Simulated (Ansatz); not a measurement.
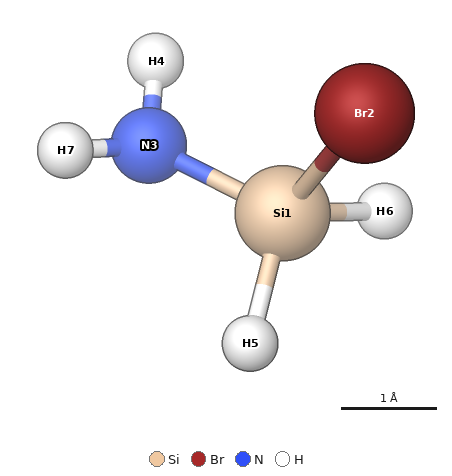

Figure 1. The input geometry (ball-and-stick view, seen at a tilt; atoms are numbered from 1 in the order of the input). Bond lengths as drawn: Br–Si 2.26 Å, H–N 1.02 Å, H–Si 1.49 Å and N–Si 1.72 Å.

# Nudged elastic band, with input and output: SiNH4Br

The run: nudged elastic band of SiNH4Br. Method and program: RKS r2SCAN/def2-SVP (Ansatz 0.2.0).

It belongs to a series of runs on one base structure; here: band between the two ends. Figures and captions count atoms from 1; the log counts them from 0 in places.

Input:
```yaml
crystal:
  periodic: [false, false, false]
  atoms:
    - { symbol: Si, position_ang: [0.146561, -0.082025, 0.610142] }
    - { symbol: Br, position_ang: [2.068343, -1.242042, 0.348941] }
    - { symbol: "N", position_ang: [-0.645398, 0.379298, -0.841268] }
    - { symbol: H, position_ang: [-1.091986, -0.330475, -1.415799] }
    - { symbol: H, position_ang: [0.517695, 1.149912, 1.351811] }
    - { symbol: H, position_ang: [-0.761357, -0.974421, 1.374881] }
    - { symbol: H, position_ang: [-0.233959, 1.099752, -1.428608] }
basis:
  gaussian: { orbitals: def2-SVP }
hamiltonian:
  xc: r2scan
neb:
  order_check: false
  images: 7
  f_tol: 0.03
  max_iterations: 60
  spring: { min: 2.0, max: 10.0 }
  final_atoms:
    - { symbol: Si, position_ang: [-0.33741689, 0.53789585, 0.94477658] }
    - { symbol: Br, position_ang: [1.11049013, -2.29438613, -1.32429001] }
    - { symbol: "N", position_ang: [-0.08525681, 0.38659592, -0.64569603] }
    - { symbol: H, position_ang: [0.47785507, -0.85692215, -1.07123333] }
    - { symbol: H, position_ang: [-0.88883313, 1.73539611, 1.63553193] }
    - { symbol: H, position_ang: [0.00155064, -0.61690376, 1.80031434] }
    - { symbol: H, position_ang: [-0.27849002, 1.10832316, -1.33930347] }
  initial_path:
    images:
      - { positions_ang: [[0.146561, -0.082025, 0.610142], [2.068343, -1.242042, 0.348941], [-0.645398, 0.379298, -0.841268], [-1.091986, -0.330475, -1.415799], [0.517695, 1.149912, 1.351811], [-0.761357, -0.974421, 1.374881], [-0.233959, 1.099752, -1.428608]] }
      - { positions_ang: [[0.06692148, -0.01677146, 0.6476402], [1.97377756, -1.30098617, 0.19282809], [-0.62773161, 0.36087365, -0.84446282], [-0.71999692, -0.35750854, -1.4076083], [0.55364289, 1.13884604, 1.39300653], [-0.81028166, -0.90334073, 1.43674983], [-0.43643274, 1.07888621, -1.41805354]] }
      - { positions_ang: [[-0.01271804, 0.04848208, 0.6851384], [1.87921212, -1.35993034, 0.03671518], [-0.61006522, 0.34244929, -0.84765763], [-0.34800783, -0.38454208, -1.39941759], [0.58959079, 1.12778009, 1.43420207], [-0.85920633, -0.83226046, 1.49861866], [-0.63890649, 1.05802042, -1.40749908]] }
      - { positions_ang: [[-0.09235756, 0.11373562, 0.72263661], [1.78464668, -1.4188745, -0.11939774], [-0.59239883, 0.32402494, -0.85085245], [0.02398125, -0.41157562, -1.39122689], [0.62553868, 1.11671413, 1.4753976], [-0.90813099, -0.76118019, 1.56048748], [-0.84138023, 1.03715462, -1.39694462]] }
      - { positions_ang: [[-0.17199708, 0.17898916, 0.76013481], [1.69008124, -1.47781867, -0.27551065], [-0.57473244, 0.30560058, -0.85404726], [0.39597033, -0.43860916, -1.38303618], [0.66148658, 1.10564817, 1.51659313], [-0.95705566, -0.69009992, 1.62235631], [-1.04385398, 1.01628883, -1.38639016]] }
      - { positions_ang: [[-0.21335203, 0.26871583, 0.80629525], [1.54518347, -1.68196054, -0.53770549], [-0.45236353, 0.32584942, -0.80195945], [0.41644152, -0.5431874, -1.30508547], [0.27390665, 1.26308516, 1.54632783], [-0.71740408, -0.67180088, 1.66684582], [-0.85251299, 1.03929741, -1.37461849]] }
      - { positions_ang: [[-0.25470698, 0.35844251, 0.85245569], [1.40028569, -1.8861024, -0.79990033], [-0.32999463, 0.34609825, -0.74987165], [0.4369127, -0.64776565, -1.22713476], [-0.11367327, 1.42052214, 1.57606253], [-0.47775251, -0.65350184, 1.71133532], [-0.661172, 1.062306, -1.36284682]] }
      - { positions_ang: [[-0.29606194, 0.44816918, 0.89861614], [1.25538791, -2.09024426, -1.06209517], [-0.20762572, 0.36634709, -0.69778384], [0.45738389, -0.7523439, -1.14918405], [-0.5012532, 1.57795912, 1.60579723], [-0.23810093, -0.6352028, 1.75582483], [-0.46983101, 1.08531458, -1.35107515]] }
      - { positions_ang: [[-0.33741689, 0.53789585, 0.94477658], [1.11049013, -2.29438613, -1.32429001], [-0.08525681, 0.38659592, -0.64569603], [0.47785507, -0.85692215, -1.07123333], [-0.88883313, 1.73539611, 1.63553193], [0.00155064, -0.61690376, 1.80031434], [-0.27849002, 1.10832316, -1.33930347]] }
```

Run as:
```bash
ansatz run input.yaml --threads 2 --pin off --max-ram 3072MiB --backend cpu --events-out ev --progress --plain --runs-dir out
```

Log:
```
Engine: ansatz 0.2.0, aarch64-unknown-linux-gnu
Functional definition: r2SCAN
  parameter k0 = 0.174
  parameter k1 = 0.065
  parameter a1 = 4.9479
  exchange = r2scan_x(k0 = k0, k1 = k1, a1 = a1)
  correlation = r2scan_c
945 factors; their error is unknown
mean field evaluation 1: about -79461.5155 eV, gradient 5.3e1 eV
mean field evaluation 2: about -79442.6004 eV, gradient 9.7e1 eV
mean field evaluation 4: about -79467.2270 eV, gradient 4.4e0 eV
mean field evaluation 8: about -79467.1617 eV, gradient 1.7e-1 eV
mean field evaluation 16: about -79467.1618 eV, gradient 1.2e-5 eV
mean field -79467.16177337 eV, -2920.3643303946 hartree, gradient 1.2e-5 eV, S^2 0.000000; 0 other end points of the search recorded, 0 dependent functions left out
the calculation of the forces begins
reference -79467.16178170 eV, -2920.3643307006 hartree; 30, 30 occupied and 54, 54 virtual orbitals, 945 factors
945 factors; their error is unknown
mean field evaluation 32: about -79464.2544 eV, gradient 1.0e-4 eV
mean field -79464.25441975 eV, -2920.2574871196 hartree, gradient 2.3e-6 eV, S^2 0.000000; 0 other end points of the search recorded, 0 dependent functions left out
[... from here on the field's lines of each further geometry are left out, up to the last ...]
NEB iter   1: max|band force component| = 5.953e0 eV/Å  barrier→ = 3.9472 eV  barrier← = 1.0399 eV  Δτ_max = 0.2000 Å  (241 SCF iters)
NEB iter   2: max|band force component| = 2.579e0 eV/Å  barrier→ = 3.1599 eV  barrier← = 0.2525 eV  Δτ_max = 0.1984 Å  (227 SCF iters)
NEB iter   3: max|band force component| = 3.643e0 eV/Å  barrier→ = 2.9734 eV  barrier← = 0.0660 eV  Δτ_max = 0.1000 Å  (201 SCF iters)
NEB iter   4: max|band force component| = 1.916e0 eV/Å  barrier→ = 2.9284 eV  barrier← = 0.0210 eV  Δτ_max = 0.1972 Å  (200 SCF iters)
NEB iter   5: max|band force component| = 2.064e0 eV/Å  barrier→ = 2.9178 eV  barrier← = 0.0105 eV  Δτ_max = 0.1971 Å  (203 SCF iters)
NEB iter   6: max|band force component| = 9.977e-1 eV/Å  barrier→ = 2.9188 eV  barrier← = 0.0114 eV  Δτ_max = 0.1964 Å  (202 SCF iters)
NEB iter   7: max|band force component| = 7.958e-1 eV/Å  barrier→ = 2.9232 eV  barrier← = 0.0159 eV  Δτ_max = 0.1972 Å  (208 SCF iters)
NEB iter   8: max|band force component| = 7.205e-1 eV/Å  barrier→ = 2.9208 eV  barrier← = 0.0135 eV  Δτ_max = 0.1966 Å  (210 SCF iters)
NEB iter   9: max|band force component| = 3.693e0 eV/Å  barrier→ = 2.9319 eV  barrier← = 0.0245 eV  Δτ_max = 0.0991 Å  (211 SCF iters)
NEB iter  10: max|band force component| = 5.281e-1 eV/Å  barrier→ = 2.9135 eV  barrier← = 0.0061 eV  Δτ_max = 0.0793 Å  (204 SCF iters)
NEB iter  11: max|band force component| = 4.510e-1 eV/Å  barrier→ = 2.9132 eV  barrier← = 0.0059 eV  CI = image 5  Δτ_max = 0.0849 Å  (203 SCF iters)
NEB iter  12: max|band force component| = 3.577e0 eV/Å  barrier→ = 2.9139 eV  barrier← = 0.0066 eV  CI = image 5  Δτ_max = 0.0349 Å  (203 SCF iters)
NEB iter  13: max|band force component| = 3.099e0 eV/Å  barrier→ = 2.9193 eV  barrier← = 0.0120 eV  CI = image 4  Δτ_max = 0.0663 Å  (197 SCF iters)
NEB iter  14: max|band force component| = 5.341e-1 eV/Å  barrier→ = 2.9128 eV  barrier← = 0.0055 eV  CI = image 6  Δτ_max = 0.0644 Å  (203 SCF iters)
NEB iter  15: max|band force component| = 1.112e-1 eV/Å  barrier→ = 2.9129 eV  barrier← = 0.0055 eV  CI = image 6  Δτ_max = 0.0230 Å  (198 SCF iters)
NEB iter  16: max|band force component| = 1.071e-1 eV/Å  barrier→ = 2.9129 eV  barrier← = 0.0055 eV  CI = image 6  Δτ_max = 0.0106 Å  (199 SCF iters)
NEB iter  17: max|band force component| = 1.158e-1 eV/Å  barrier→ = 2.9129 eV  barrier← = 0.0056 eV  CI = image 6  Δτ_max = 0.0053 Å  (178 SCF iters)
NEB iter  18: max|band force component| = 8.815e-2 eV/Å  barrier→ = 2.9129 eV  barrier← = 0.0056 eV  CI = image 6  Δτ_max = 0.0053 Å  (184 SCF iters)
NEB iter  19: max|band force component| = 8.611e-2 eV/Å  barrier→ = 2.9129 eV  barrier← = 0.0056 eV  CI = image 6  Δτ_max = 0.0053 Å  (184 SCF iters)
NEB iter  20: max|band force component| = 1.201e-1 eV/Å  barrier→ = 2.9129 eV  barrier← = 0.0056 eV  CI = image 6  Δτ_max = 0.0027 Å  (188 SCF iters)
NEB iter  21: max|band force component| = 3.222e-2 eV/Å  barrier→ = 2.9129 eV  barrier← = 0.0056 eV  CI = image 6  Δτ_max = 0.0053 Å  (163 SCF iters)
the calculation of the forces begins
reference -79464.25166744 eV, -2920.2573859739 hartree; 30, 30 occupied and 54, 54 virtual orbitals, 945 factors
945 factors; their error is unknown
mean field -79464.24886294 eV, -2920.2572829108 hartree, gradient 2.2e-5 eV, S^2 0.000000; 1 other end points of the search recorded, 0 dependent functions left out
the calculation of the forces begins
reference -79464.24887140 eV, -2920.2572832214 hartree; 30, 30 occupied and 54, 54 virtual orbitals, 945 factors
NEB iter  22: max|band force component| = 1.883e-2 eV/Å  barrier→ = 2.9129 eV  barrier← = 0.0056 eV  CI = image 6  Δτ_max = 0.0000 Å  (368 SCF iters)
```

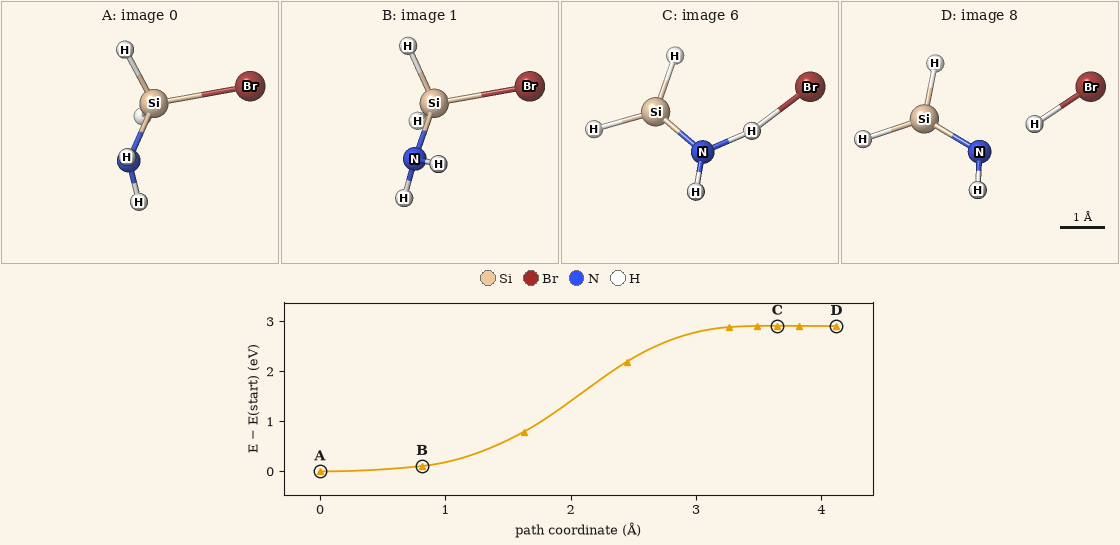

Figure 2. Images of the last band (counted from 0; ball-and-stick, seen at an oblique angle) above the energy along the path; the line is a cubic interpolation that uses the forces. The highest image is number 6, 2.913 eV above the start and 0.006 eV above the end (the climbing image); the end lies 2.907 eV above the start. The path is 4.12 Å long. The band converged in 22 iterations.

```
Total energy: -79464.24887140 eV, -2920.2572832214 hartree
Atom 0 at    -0.292464     0.453457     0.903905 Å, force    -0.001243     0.006076    -0.009710 eV/Å
Atom 1 at     1.157433    -2.225781    -1.046472 Å, force    -0.002076     0.001515    -0.000804 eV/Å
Atom 2 at    -0.165924     0.392855    -0.715493 Å, force    -0.004815     0.012785     0.011615 eV/Å
Atom 3 at     0.357126    -0.672517    -1.068631 Å, force     0.006137    -0.013053    -0.002204 eV/Å
Atom 4 at    -0.743545     1.665583     1.633088 Å, force    -0.000393    -0.003957    -0.000435 eV/Å
Atom 5 at     0.055559    -0.751839     1.673948 Å, force     0.001738    -0.001315     0.000836 eV/Å
Atom 6 at    -0.368285     1.138242    -1.380246 Å, force     0.000651    -0.002052     0.000702 eV/Å
Dipole moment:    -0.736049     1.447914     0.805729 e Å
this run last wrote the band of iteration 22 to [file]
```

The last band as extended XYZ (Å, eV, eV/Å):
```
7
Properties=species:S:1:pos:R:3:forces:R:3 image=0 energy=-79467.16177
Si    0.1466   -0.0820    0.6101    0.0023  -0.0028   0.0002
Br    2.0683   -1.2420    0.3489   -0.0006   0.0003   0.0009
N    -0.6454    0.3793   -0.8413   -0.0012   0.0027  -0.0076
H    -1.0920   -0.3305   -1.4158    0.0008   0.0013   0.0043
H     0.5177    1.1499    1.3518   -0.0006   0.0008  -0.0006
H    -0.7614   -0.9744    1.3749    0.0000  -0.0005  -0.0003
H    -0.2340    1.0998   -1.4286   -0.0007  -0.0019   0.0030
7
Properties=species:S:1:pos:R:3:forces:R:3 image=1 energy=-79467.05378
Si    0.1124   -0.0708    0.6329    0.0079  -0.0339  -0.0212
Br    1.8648   -1.4297    0.2275    0.1294   0.0970   0.1212
N    -0.6388    0.2975   -0.8676   -0.0454  -0.0029   0.0029
H    -0.5547   -0.3869   -1.6142   -0.1495   0.0010  -0.0328
H     0.4830    1.2213    1.2781    0.1258  -0.0630  -0.0221
H    -0.7021   -0.8701    1.5842   -0.1043  -0.0059  -0.0695
H    -0.5647    1.2387   -1.2408    0.0361   0.0078   0.0216
7
Properties=species:S:1:pos:R:3:forces:R:3 image=2 energy=-79466.36445
Si    0.0812    0.0032    0.6866    0.1641  -0.3204  -0.1393
Br    1.5604   -1.6595   -0.0581    0.3474   0.5198   0.6026
N    -0.5065    0.3104   -0.8843   -0.2272  -0.0716  -0.0638
H    -0.1393   -0.3738   -1.5396   -0.3281   0.1261  -0.3330
H     0.1190    1.3656    1.3530    0.6846  -0.2835  -0.1426
H    -0.4788   -0.8736    1.7388   -0.5352  -0.0150  -0.0707
H    -0.6361    1.2276   -1.2962   -0.1056   0.0446   0.1469
7
Properties=species:S:1:pos:R:3:forces:R:3 image=3 energy=-79464.97063
Si   -0.0181    0.1699    0.7699    0.4089  -0.4600  -0.1870
Br    1.3599   -1.9514   -0.4067    0.2410   0.4753   0.7725
N    -0.3657    0.3670   -0.8534   -0.2171  -0.0088  -0.1762
H     0.0624   -0.4266   -1.3561   -0.3402   0.2975  -0.4563
H    -0.2807    1.5078    1.4503    0.5577  -0.3016  -0.2155
H    -0.2067   -0.8858    1.7653   -0.4752  -0.1430   0.1955
H    -0.5512    1.2191   -1.3691   -0.1751   0.1407   0.0669
7
Properties=species:S:1:pos:R:3:forces:R:3 image=4 energy=-79464.27498
Si   -0.2262    0.3814    0.8752    0.0318  -0.0511  -0.0212
Br    1.2393   -2.1798   -0.8323    0.0399   0.0239   0.1135
N    -0.2511    0.3860   -0.7631   -0.0246  -0.0011  -0.0214
H     0.2340   -0.5591   -1.1326   -0.0510   0.0628  -0.0415
H    -0.5703    1.6418    1.5843    0.0669  -0.0187  -0.0262
H     0.0306   -0.8333    1.6561   -0.0361  -0.0436  -0.0061
H    -0.4563    1.1631   -1.3875   -0.0269   0.0278   0.0028
7
Properties=species:S:1:pos:R:3:forces:R:3 image=5 energy=-79464.25074
Si   -0.2762    0.4194    0.8936   -0.0006  -0.0059  -0.0054
Br    1.2068   -2.1931   -0.9623    0.0102  -0.0027   0.0256
N    -0.2035    0.3912   -0.7343   -0.0089   0.0029  -0.0010
H     0.3126   -0.6172   -1.0876   -0.0070   0.0117  -0.0099
H    -0.6812    1.6479    1.6222    0.0153  -0.0029  -0.0027
H     0.0470   -0.7984    1.6511   -0.0033  -0.0113  -0.0065
H    -0.4057    1.1502   -1.3827   -0.0056   0.0081  -0.0002
7
Properties=species:S:1:pos:R:3:forces:R:3 image=6 energy=-79464.24886
Si   -0.2925    0.4535    0.9039   -0.0012   0.0061  -0.0097
Br    1.1574   -2.2258   -1.0465   -0.0021   0.0015  -0.0008
N    -0.1659    0.3929   -0.7155   -0.0048   0.0128   0.0116
H     0.3571   -0.6725   -1.0686    0.0061  -0.0131  -0.0022
H    -0.7435    1.6656    1.6331   -0.0004  -0.0040  -0.0004
H     0.0556   -0.7518    1.6739    0.0017  -0.0013   0.0008
H    -0.3683    1.1382   -1.3802    0.0007  -0.0021   0.0007
7
Properties=species:S:1:pos:R:3:forces:R:3 image=7 energy=-79464.25166
Si   -0.3153    0.4869    0.9151    0.0081   0.0058   0.0037
Br    1.1313   -2.2503   -1.1440   -0.0022  -0.0040  -0.0104
N    -0.1296    0.3965   -0.6926   -0.0017   0.0031   0.0050
H     0.4115   -0.7448   -1.0598    0.0065  -0.0082  -0.0023
H    -0.8098    1.6838    1.6429   -0.0090   0.0005   0.0004
H     0.0382   -0.7037    1.7091   -0.0021   0.0047   0.0031
H    -0.3264    1.1315   -1.3707    0.0005  -0.0018   0.0004
7
Properties=species:S:1:pos:R:3:forces:R:3 image=8 energy=-79464.25442
Si   -0.3374    0.5379    0.9448   -0.0125  -0.0050   0.0060
Br    1.1105   -2.2944   -1.3243    0.0037  -0.0118  -0.0009
N    -0.0853    0.3866   -0.6457    0.0032   0.0029   0.0073
H     0.4779   -0.8569   -1.0712   -0.0043   0.0105   0.0023
H    -0.8888    1.7354    1.6355    0.0070  -0.0085  -0.0046
H     0.0016   -0.6169    1.8003    0.0032   0.0076  -0.0028
H    -0.2785    1.1083   -1.3393   -0.0003   0.0043  -0.0072
```

Results in brief:

- outcome: converged
- barrier, forward: 2.913 eV
- barrier, backward: 0.006 eV
- hardware: 2 threads of Arm Neoverse V1, 24 GiB of memory available, shared host
- wall time: 6 min (CPU time 12 min)
- peak memory: 0.14 GiB

Notes:

The order of the saddle point was not checked.
